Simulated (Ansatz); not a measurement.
# Cl$_{3}$HOSi···HF: what the fields show

Input

```
crystal:
  periodic: [false, false, false]
  atoms:
    - { symbol: Si, position_ang: [0.0, 0.0, 0.0] }
    - { symbol: F, position_ang: [0.0, 0.0, 1.94] }
    - { symbol: Cl, position_ang: [2.0086, 0.0, -0.7093] }
    - { symbol: Cl, position_ang: [-1.0032, 1.7381, -0.7093] }
    - { symbol: Cl, position_ang: [-1.0032, -1.7381, -0.7093] }
    - { symbol: O, position_ang: [-1.879, 0.0, 0.6243] }
    - { symbol: H, position_ang: [-2.4241, -0.6297, 0.053] }
    - { symbol: H, position_ang: [-1.1493, 0.0, 1.6846] }
basis:
  gaussian: { orbitals: def2-SVP }
hamiltonian:
  xc: r2scan
relax:
  f_tol: 0.15
  max_steps: 25
  restrain:
    - { distance: [0, 5], at: 1.68, k: 30.0 }
    - { distance: [7, 1], at: 0.92, k: 30.0 }
    - { distance: [0, 1], at: 2.79, k: 30.0 }
    - { distance: [7, 5], at: 2.21, k: 30.0 }
output:
  orbitals: {}
```

Command:

```sh
ansatz run input.yaml --threads 4 --pin off --max-ram 5120MiB --backend cpu --events-out ev --progress --plain --runs-dir out
```

The fields are those of the run's last geometry, not of the input's.

Method: RKS r2SCAN/def2-SVP in Ansatz 0.2.0.

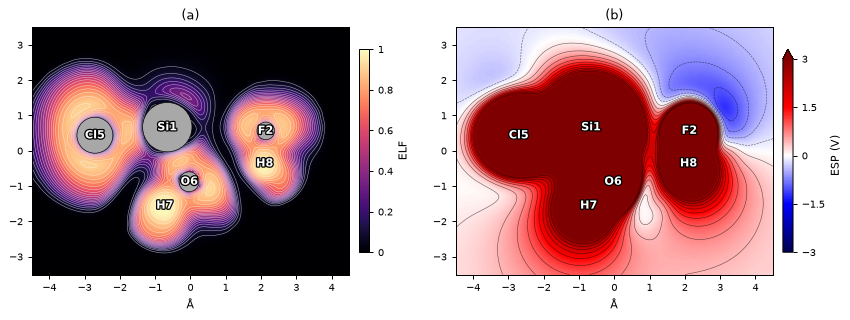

Figure 1. (a) ELF; (b) molecular electrostatic potential on the plane of atoms Si1, O6 and H7. Grey discs cover the atomic cores in the ELF map.

Q: What does the map show?

A: The section cuts through Si, F, Cl, O and H sites.
Si1···F2 (2.80 Å): the ELF is about 0.05 at the midpoint.
Si–O (1.67 Å): the ELF peaks at about 0.90 between the atoms; a shared but strongly polarised pair.
Si–Cl (2.07 Å): the ELF peaks at about 0.90 between the atoms; a shared but strongly polarised pair.
F–H (0.93 Å): the ELF climbs to about 1 towards the hydrogen, as it does in any bond to H; a covalent bond by its length.
O–H (0.97 Å): the ELF climbs to about 1 towards the hydrogen; an ordinary covalent bond to hydrogen.
The ELF also peaks beside O6, Cl5 and F2, away from the bonds: lone-pair regions.
Outside the dense part of the complex the potential is most negative (−1.2 V) near F2.

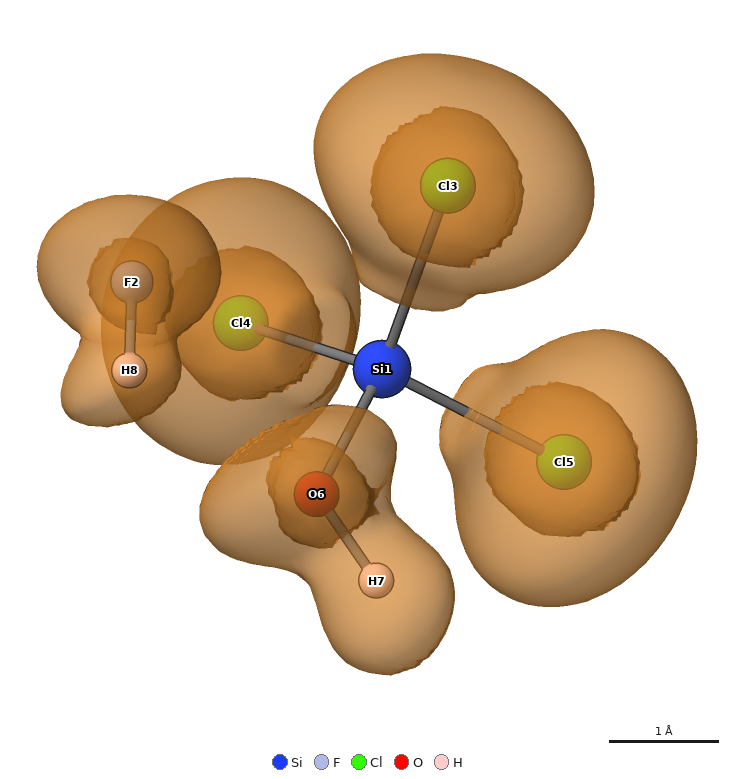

Figure 2. Isosurface of the ELF at 0.75 (orange), seen at a tilt. Only the valence region is drawn (cores and ρ < 0.01 e/Å³ removed).

Q: Describe the localisation domains.

A: At this value the surface marks out three regions on Cl in which the atom's valence shell and bonds are merged, one joined region spread over several atoms (F, H), in which their bonds and any lone pairs are merged and one joined region spread over several atoms (H, O), in which their bonds and any lone pairs are merged.

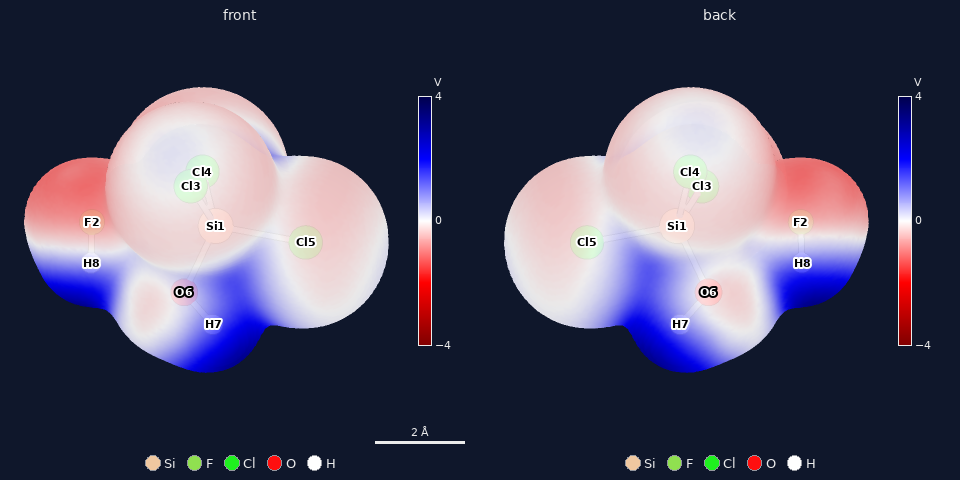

Figure 3. The molecular electrostatic potential painted on the density surface at 0.002 e/bohr³, seen from the front and from behind; the colour scale runs from red (negative) to blue (positive).

Q: Describe the electrostatic potential map.

A: The most negative region (about −1.1 V) lies over F2, the most positive (about +3.1 V) over H7 and H8.

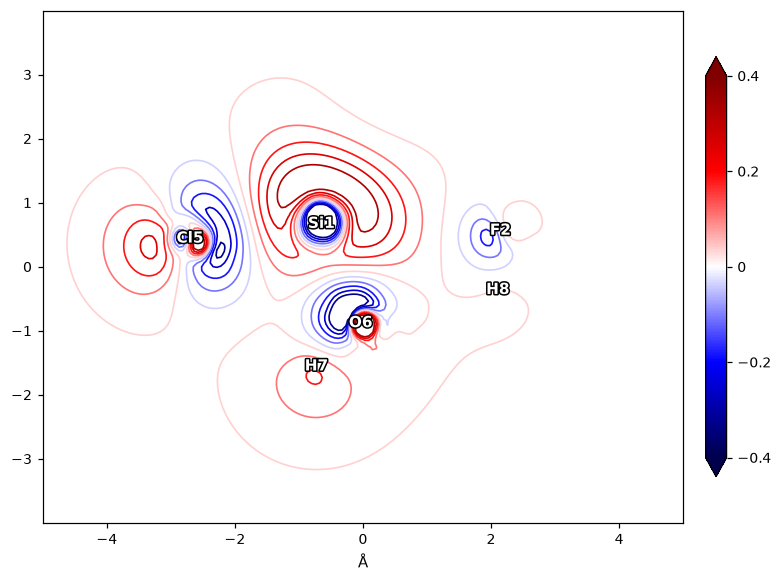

Figure 4. One frontier orbital on the plane of atoms Cl5, Si1 and O6 (values in Å⁻³ᐟ²; the overall sign is arbitrary).

Q: Which orbital is it: HOMO or LUMO?

A: The LUMO, at −0.56 eV. Its weight (Hirshfeld) is mainly on Si1 (about 30 %), Cl3 (about 20 %), Cl4 (about 20 %), Cl5 (about 15 %) and O6 (about 10 %).
